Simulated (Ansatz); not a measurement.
**C$_{2}$H$_{5}$FOSi (SMILES FCC1O[SiH2]1): density, localisation and related maps**

Input

```
crystal:
  periodic: [false, false, false]
  atoms:
    - { symbol: F, position_ang: [-0.6288, 1.6463, 1.1066] }
    - { symbol: C, position_ang: [-0.057, 0.4869, 1.2376] }
    - { symbol: C, position_ang: [-0.5216, -0.3864, 0.1197] }
    - { symbol: O, position_ang: [0.5297, -1.3441, -0.3139] }
    - { symbol: Si, position_ang: [0.2939, -0.2236, -1.525] }
    - { symbol: H, position_ang: [-0.3555, 0.0878, 2.2023] }
    - { symbol: H, position_ang: [1.0534, 0.6724, 1.2713] }
    - { symbol: H, position_ang: [-1.4977, -0.6278, 0.1649] }
    - { symbol: H, position_ang: [-0.3252, -0.8533, -2.6428] }
    - { symbol: H, position_ang: [1.5919, 0.4907, -1.6178] }
basis:
  gaussian:
    orbitals: cc-pVDZ
correlation:
  method: mp2
output:
  orbitals: {}
```

The fields and orbitals are those of the mean-field reference, not of the correlated method.

Level of theory: MP2, Gaussian basis in Ansatz.

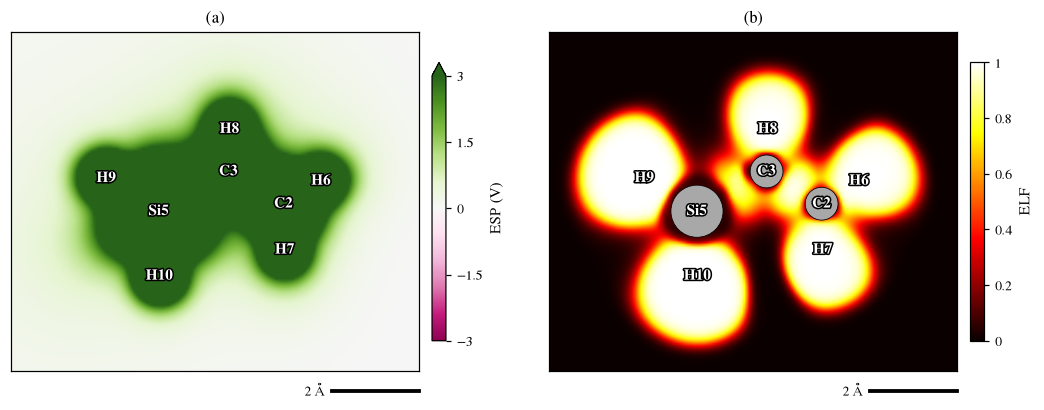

Figure 1. (a) electrostatic potential; (b) ELF on the plane of atoms H9, Si5 and H10. Grey discs cover the atomic cores in the ELF map.

Question: Describe what can be read from this map.

Answer:
- Atoms in the plane: C, Si and H.
- C–C (1.49 Å): the ELF peaks at about 1 between the atoms (a shared electron pair).
- C–Si (1.84 Å): the ELF peaks at about 0.85 between the atoms; a covalent bond.
- C–H (1.01 Å): the ELF climbs to about 1 towards the hydrogen, as it does in any bond to H; an ordinary covalent bond to hydrogen.
- Si–H (1.42 Å): the ELF climbs to about 1 towards the hydrogen.
- The potential has no marked negative region in this plane.

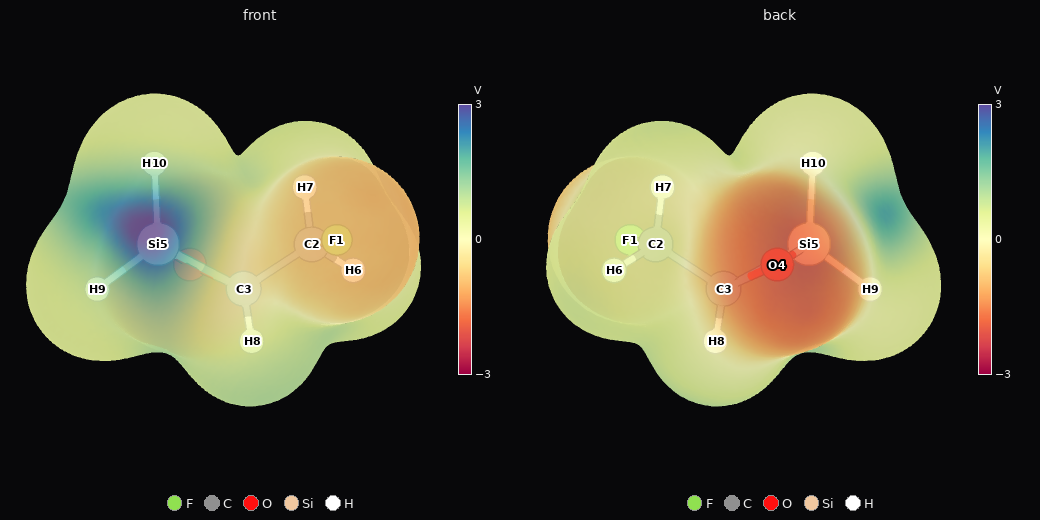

Figure 2. The molecular electrostatic potential painted on the density surface at 0.002 e/bohr³, seen from the front and from behind; red is negative and blue positive.

Question: Where is the surface potential most negative and most positive?

Answer: The most negative region (about −2.0 V, or −46 kcal/mol for a unit charge) lies over O4, the most positive (about +2.9 V, or +67 kcal/mol for a unit charge) over Si5. O4 is the likeliest acceptor of a hydrogen bond.

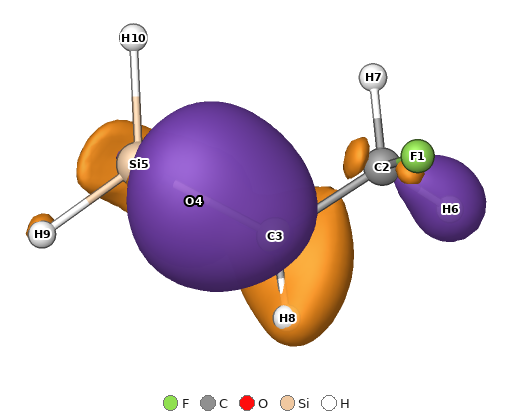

Figure 3. The HOMO at ±0.15 Å⁻³ᐟ² (orange and purple are the two phases), seen across its widest extent.

Question: What is the character of this orbital?

Answer: It lies mainly on C3 (about 30 %), Si5 (about 30 %) and O4 (about 20 %). Its energy is −10.21 eV.
